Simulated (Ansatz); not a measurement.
# A computed series for CuAu: response to strain

The reference is CuAu (space group P4/mmm, No. 123; a = 2.8129 Å, c = 3.5930 Å; relaxed with 0.1 eV smearing). Axes: x, y, z lie along a, b, c of the conventional cell.

Strains are applied to the cell and any free atomic positions relax.

The values are results of Kohn–Sham DFT with the PBEsol functional, run in Ansatz (a first-principles code) with PAW and 420 eV plane waves, scalar-relativistic without spin-orbit coupling, not measurements.

Notes on the quantities. pressure: mean of the normal stresses, compression positive.

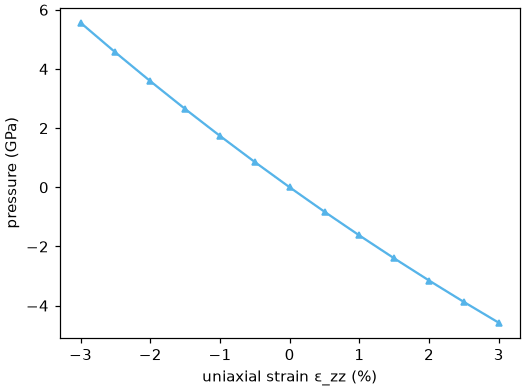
Pressure against uniaxial strain ε_zz

| uniaxial strain ε_zz (%) | pressure |
|---|---|
| -3 | 5.6 GPa |
| -2.5 | 4.6 GPa |
| -2 | 3.6 GPa |
| -1.5 | 2.6 GPa |
| -1 | 1.7 GPa |
| -0.5 | 0.9 GPa |
| 0.5 | -0.8 GPa |
| 1 | -1.6 GPa |
| 1.5 | -2.4 GPa |
| 2 | -3.2 GPa |
| 2.5 | -3.9 GPa |
| 3 | -4.6 GPa |

No phonon test of stability was made. The final runs are not spin-polarised.
